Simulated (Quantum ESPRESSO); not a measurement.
# CuWO4: which magnetic order is lowest, part 2 of 2

Wanted: the moments of CuWO4 and the energy of each order that was tried.

Quantum ESPRESSO 7.5; PBEsol; plane waves with GBRV 1.5 PBEsol potentials, no spin-orbit coupling.

So far, absolute magnetization (μB): step 2 (start 1: ferro ++) 2.00.

## Step 3: Start 2: antiferro +−

The input, pw.in:

```
&CONTROL
  calculation = 'scf'
  prefix = 'pwscf'
  outdir = './tmp'
  pseudo_dir = './pseudo'
  disk_io = 'nowf'
/
&SYSTEM
  ibrav = 0
  nat = 12
  ntyp = 4
  ecutwfc = 40
  ecutrho = 280
  nbnd = 73
  occupations = 'smearing'
  smearing = 'fd'
  degauss = 0.00367493
  nspin = 2
  starting_magnetization(1) = 0.0526
  starting_magnetization(2) = -0.0526
  starting_magnetization(3) = 0
  starting_magnetization(4) = 0
/
&ELECTRONS
  conv_thr = 2.4d-08
  electron_maxstep = 150
  mixing_beta = 0.3
/
ATOMIC_SPECIES
Cu1    63.5460 cu_pbesol_v1.2.uspp.F.UPF
Cu2    63.5460 cu_pbesol_v1.2.uspp.F.UPF
W     183.8400 w_pbesol_v1.2.uspp.F.UPF
O      15.9990 o_pbesol_v1.2.uspp.F.UPF
CELL_PARAMETERS angstrom
   4.6964000000    0.0000000000    0.0000000000
   0.2074845662    4.8691813598    0.0000000000
   0.7315390857    0.1347758051    5.7810405412
ATOMIC_POSITIONS crystal
Cu1     0.4962000000    0.7638000000    0.6621000000
Cu2     0.5038000000    0.2362000000    0.3379000000
W       0.0166000000    0.7330000000    0.1745000000
W       0.9834000000    0.2670000000    0.8255000000
O       0.2481000000    0.5829000000    0.3556000000
O       0.7519000000    0.4171000000    0.6444000000
O       0.2243000000    0.5676000000    0.8769000000
O       0.7757000000    0.4324000000    0.1231000000
O       0.7293000000    0.9044000000    0.3859000000
O       0.2707000000    0.0956000000    0.6141000000
O       0.7845000000    0.9488000000    0.9036000000
O       0.2155000000    0.0512000000    0.0964000000
K_POINTS automatic
4 4 4 0 0 0
```

The run is started by

```sh
$ OMP_NUM_THREADS=1 mpirun -n 4 pw.x -nk 4 -in pw.in > pw.out
```

What it wrote:

```text
[banner, memory and clock lines left out]
Program PWSCF v.7.5 starts

     bravais-lattice index     =            0
     lattice parameter (alat)  =       8.8749  a.u.
     unit-cell volume          =     892.1208 (a.u.)^3
     number of atoms/cell      =           12
     number of atomic types    =            4
     number of electrons       =       114.00
     number of Kohn-Sham states=           73
     kinetic-energy cutoff     =      40.0000  Ry
     charge density cutoff     =     280.0000  Ry
     scf convergence threshold =      2.4E-08
     mixing beta               =       0.3000
     number of iterations used =            8  plain     mixing
     Exchange-correlation= SLA  PW   PSX  PSC
                           (   1   4  10   8   0   0   0)

     celldm(1)=   8.874910  celldm(2)=   0.000000  celldm(3)=   0.000000
     celldm(4)=   0.000000  celldm(5)=   0.000000  celldm(6)=   0.000000

     crystal axes: (cart. coord. in units of alat)
               a(1) = (   1.000000   0.000000   0.000000 )
               a(2) = (   0.044179   1.036790   0.000000 )
               a(3) = (   0.155766   0.028698   1.230951 )

     reciprocal axes: (cart. coord. in units 2 pi/alat)
               b(1) = (  1.000000 -0.042612 -0.125548 )
               b(2) = (  0.000000  0.964515 -0.022486 )
               b(3) = (  0.000000  0.000000  0.812380 )

     PseudoPot. # 1 for Cu read from file:
     cu_pbesol_v1.2.uspp.F.UPF
     Pseudo is Ultrasoft + core correction, Zval = 19.0

     PseudoPot. # 2 for Cu read from file:
     cu_pbesol_v1.2.uspp.F.UPF
     Pseudo is Ultrasoft + core correction, Zval = 19.0

     PseudoPot. # 3 for W  read from file:
     w_pbesol_v1.2.uspp.F.UPF
     Pseudo is Ultrasoft + core correction, Zval = 14.0

     PseudoPot. # 4 for O  read from file:
     o_pbesol_v1.2.uspp.F.UPF
     Pseudo is Ultrasoft + core correction, Zval =  6.0

     atomic species   valence    mass     pseudopotential
     Cu1              19.00    63.54600     Cu( 1.00)
     Cu2              19.00    63.54600     Cu( 1.00)
     W                14.00   183.84000     W ( 1.00)
     O                 6.00    15.99900     O ( 1.00)

     Starting magnetic structure
     atomic species   magnetization
     Cu1             0.053
     Cu2            -0.053
     W               0.000
     O               0.000

     No symmetry found

   Cartesian axes

     site n.     atom                  positions (alat units)
         1        Cu1    tau(   1) = (   0.6330769   0.8109011   0.8150130  )
         2        Cu2    tau(   2) = (   0.5668685   0.2545868   0.4159385  )
         3        W      tau(   3) = (   0.0761647   0.7649749   0.2148010  )
         4        W      tau(   4) = (   1.1237807   0.3005129   1.0161504  )
         5        O      tau(   5) = (   0.3292426   0.6145499   0.4377263  )
         6        O      tau(   6) = (   0.8707028   0.4509380   0.7932251  )
         7        O      tau(   7) = (   0.3859674   0.6136471   1.0794214  )
         8        O      tau(   8) = (   0.8139780   0.4518408   0.1515301  )
         9        O      tau(   9) = (   0.8293660   0.9487475   0.4750242  )
        10        O      tau(  10) = (   0.3705794   0.1167404   0.7559273  )
        11        O      tau(  11) = (   0.9671676   1.0096377   1.1122878  )
        12        O      tau(  12) = (   0.2327778   0.0558501   0.1186637  )

     number of k points=    36  Fermi-Dirac smearing, width (Ry)=  0.0037
                       cart. coord. in units 2pi/alat
        k(    1) = (   0.0000000   0.0000000   0.0000000), wk =   0.0156250
        k(    2) = (   0.0000000   0.0000000   0.2030949), wk =   0.0312500
        k(    3) = (   0.0000000   0.0000000  -0.4061899), wk =   0.0156250
        k(    4) = (   0.0000000   0.2411288  -0.0056215), wk =   0.0312500
        k(    5) = (   0.0000000   0.2411288   0.1974734), wk =   0.0312500
        [... 31 further k-points ...]

     Dense  grid:    70665 G-vectors     FFT dimensions: (  48,  50,  60)

     Smooth grid:    30509 G-vectors     FFT dimensions: (  36,  40,  45)

     Check: negative core charge=   -0.000002
     Generating pointlists ...
     new r_m :   0.1694 (alat units)  1.5030 (a.u.) for type    1
     new r_m :   0.1694 (alat units)  1.5030 (a.u.) for type    2
     new r_m :   0.1523 (alat units)  1.3519 (a.u.) for type    3
     new r_m :   0.1523 (alat units)  1.3519 (a.u.) for type    4

     Initial potential from superposition of free atoms

     starting charge     111.7994, renormalised to     114.0000

     negative rho (up, down):  6.400E-02 6.400E-02
     Starting wfcs are   84 randomized atomic wfcs

     Self-consistent Calculation

     iteration #  1     ecut=    40.00 Ry     beta= 0.30
     Davidson diagonalization with overlap
     ethr =  1.00E-02,  avg # of iterations =  2.0

     negative rho (up, down):  6.284E-02 6.284E-02

     total energy              =   -1382.07908693 Ry
     estimated scf accuracy    <       4.96093236 Ry

     total magnetization       =     0.00 Bohr mag/cell
     absolute magnetization    =     1.46 Bohr mag/cell

     iteration #  2     ecut=    40.00 Ry     beta= 0.30
     Davidson diagonalization with overlap
     ethr =  4.35E-03,  avg # of iterations =  2.1

     negative rho (up, down):  6.348E-02 6.348E-02

     total energy              =   -1382.94160768 Ry
     estimated scf accuracy    <       0.94374671 Ry

     total magnetization       =     0.00 Bohr mag/cell
     absolute magnetization    =     1.54 Bohr mag/cell

     [... further iterations left out ...]

     iteration # 15     ecut=    40.00 Ry     beta= 0.30
     Davidson diagonalization with overlap
     ethr =  1.36E-10,  avg # of iterations =  1.9

     negative rho (up, down):  6.400E-02 6.400E-02

     total energy              =   -1383.13267168 Ry
     estimated scf accuracy    <       0.00000005 Ry

     total magnetization       =     0.00 Bohr mag/cell
     absolute magnetization    =     1.60 Bohr mag/cell

     iteration # 16     ecut=    40.00 Ry     beta= 0.30
     Davidson diagonalization with overlap
     ethr =  4.66E-11,  avg # of iterations =  3.6

     negative rho (up, down):  6.400E-02 6.400E-02

     Magnetic moment per site  (integrated on atomic sphere of radius R)
     atom   1 (R=0.169)  charge= 16.3377  magn=  0.5505
     atom   2 (R=0.169)  charge= 16.3377  magn= -0.5505
     atom   3 (R=0.152)  charge=  7.4040  magn= -0.0043
     atom   4 (R=0.152)  charge=  7.4040  magn=  0.0043
     atom   5 (R=0.152)  charge=  4.8275  magn= -0.0399
     atom   6 (R=0.152)  charge=  4.8275  magn=  0.0399
     atom   7 (R=0.152)  charge=  4.8321  magn=  0.0351
     atom   8 (R=0.152)  charge=  4.8321  magn= -0.0351
     atom   9 (R=0.152)  charge=  4.7991  magn= -0.0100
     atom  10 (R=0.152)  charge=  4.7991  magn=  0.0100
     atom  11 (R=0.152)  charge=  4.7882  magn= -0.0011
     atom  12 (R=0.152)  charge=  4.7882  magn=  0.0011

     End of self-consistent calculation

     [... lines left out ...]
     the Fermi energy is     9.9812 ev

!    total energy              =   -1383.13267169 Ry
     estimated scf accuracy    <       0.00000001 Ry
     smearing contrib. (-TS)   =      -0.00046871 Ry
     internal energy E=F+TS    =   -1383.13220298 Ry

     The total energy is F=E-TS. E is the sum of the following terms:
     one-electron contribution =    -857.92024132 Ry
     hartree contribution      =     485.67704707 Ry
     xc contribution           =    -215.98015717 Ry
     ewald contribution        =    -794.90885157 Ry

     total magnetization       =     0.00 Bohr mag/cell
     absolute magnetization    =     1.60 Bohr mag/cell

     convergence has been achieved in  16 iterations
```

Elapsed: 63 s, on 4 MPI ranks of AMD EPYC 9R45, shared host; peak memory 1.1 GiB; 4.2 min of CPU time.

Spin moment in the atom's sphere by atom:

```csv
atom,spin moment in the atom's sphere (μB)
Cu1,0.550
Cu2,-0.550
W3,-0.004
W4,0.004
O5,-0.040
O6,0.040
O7,0.035
O8,-0.035
O9,-0.010
O10,0.010
O11,-0.001
O12,0.001
```

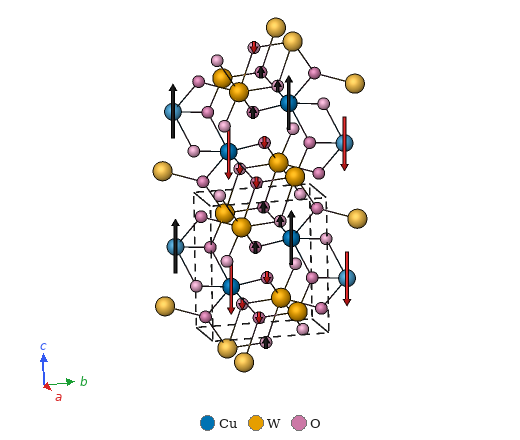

Spin moment in the atom's sphere as arrows, the longest 0.550 μB. Up and down stand for the sign. Arrows give size and sign along the axis of quantisation, drawn up and down the page. Each arrow also spans its atom, so small moments look longer than they are. The two directions have two colours. 1×1×2 cells are drawn. Some periodic images of atoms are drawn too.

Numbers from this step:

- smearing term TS: 0.006377 eV
- magnetization: 0 μB
- absolute magnetization: 1.599 μB
- final state: antiferromagnetic

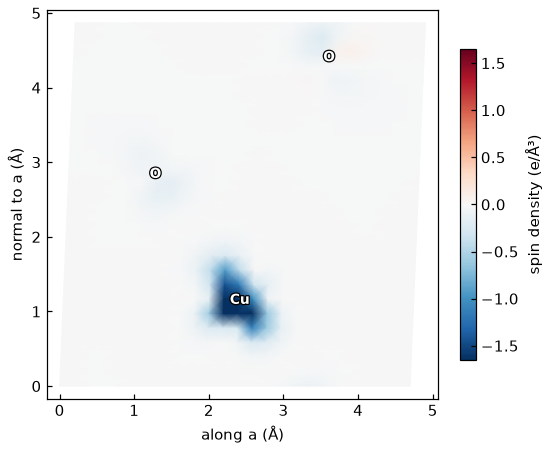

Spin density in the ab plane at fractional z = 0.356, with atoms of Cu and O within 0.2 Å of it.

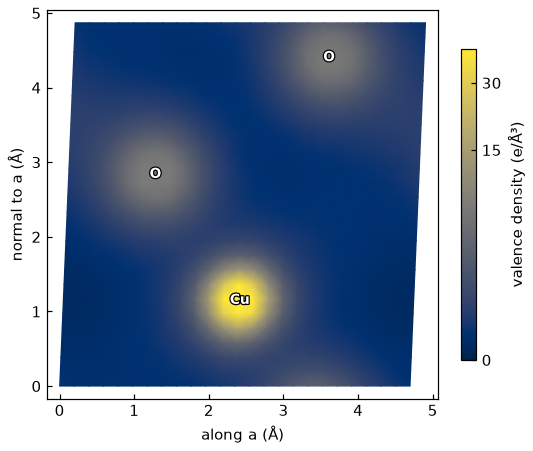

Valence density in the ab plane at fractional z = 0.356, with atoms of Cu and O within 0.2 Å of it. It is the smooth field of the valence electrons, not physical close to the nuclei. The colour scale is stretched toward low values.

## Step 4: The states side by side

An order is kept where moments of 0.15 μB or more survive with the typed signs; meshes match where a doubled cell samples the same k points as the first cell.

Orders:

```csv
start,final state,typed order kept,energy over the lowest (meV a seeded atom),largest site moment (μB),net moment (μB a cell of the first run),mesh matched,CPU time (s)
ferro ++,ferromagnetic,yes,24.52,0.5909,1.889,yes,274.5
antiferro +-,antiferromagnetic,yes,0,0.5505,0,yes,249.4
```

## Step 5: What came out

| Property | Result |
| --- | --- |
| lowest state found | antiferromagnetic (from antiferro +-) |
| largest site moment | 0.550 μB |
| next state with moments | ferromagnetic, 24.5 meV a seeded atom higher |

The smearing terms TS of the orders run from 3.2 to 10 meV a seeded atom, so the differences would change at a smaller width: an order with a larger TS is lowered more by the smearing. Only these 2 starts were compared; other wavevectors, canted and longer-period orders were not. No Hubbard term acts here. In such compounds local and semilocal functionals without one often delocalise the d electrons, and can shrink or lose moments and miss the size, sign and order of the couplings.

[Logs and program files are shortened in this print: banners, set-up blocks, solver, clock and traceback lines can be left out without a mark of their own.]

[Logs are printed without paths, hosts, clocks, repeated set-up lines and the standing remarks that a program may print on its own settings, such as how far it seeks lower states.]

[Hosts, paths, dates, database ids (printed as entryN), source tags and the programs' standing remarks are cut or masked in the printed files.]

[Where a cell is said to come from a database of computed structures, the database is the Materials Project.]
